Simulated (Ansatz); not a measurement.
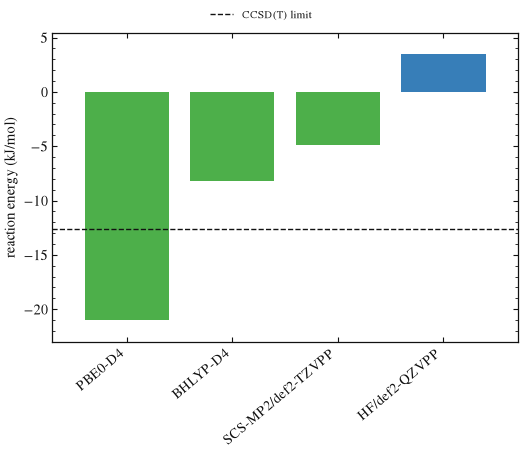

Electronic reaction energy of Ge₂H₆O ([GeH3][O][GeH3]) + CH₄S (CS) → CH₆GeS (C[S][GeH3]) + GeH₄O ([OH][GeH3]) (SMILES in brackets) at several levels (functionals in def2-TZVPP unless a basis is named), isolated molecules at PBE0-D4 triple-zeta geometries, minima by their frequencies, no zero-point or thermal terms, the Ansatz code 0.2.0. The line is frozen-core CCSD(T) at the basis limit (MP2 extrapolated from triple and quadruple zeta, plus CCSD(T) less MP2 in a smaller set). The distance of SCS-MP2/def2-TZVPP to the limit includes basis error. The limit lies 4.4 kJ/mol from CCSD(T)/def2-TZVPP, so the line itself is uncertain by a part of that.

### Which level comes closest to the line (CCSD(T) limit), and which misses most?

Closest BHLYP-D4 (−8.2 kJ/mol), against −12.7 kJ/mol; farthest HF/def2-QZVPP (3.5 kJ/mol).

### Give the values.

| level | kJ/mol | less CCSD(T) limit |
| --- | --- | --- |
| PBE0-D4 | −21.0 | −8.4 |
| BHLYP-D4 | −8.2 | 4.4 |
| SCS-MP2/def2-TZVPP | −4.9 | 7.8 |
| HF/def2-QZVPP | 3.5 | 16.1 |
| CCSD(T) limit | −12.7 | 0.0 |

Caveats: no scalar relativity up to krypton; outer-core shells are correlated without core-valence functions, which makes the correlated values less sure.
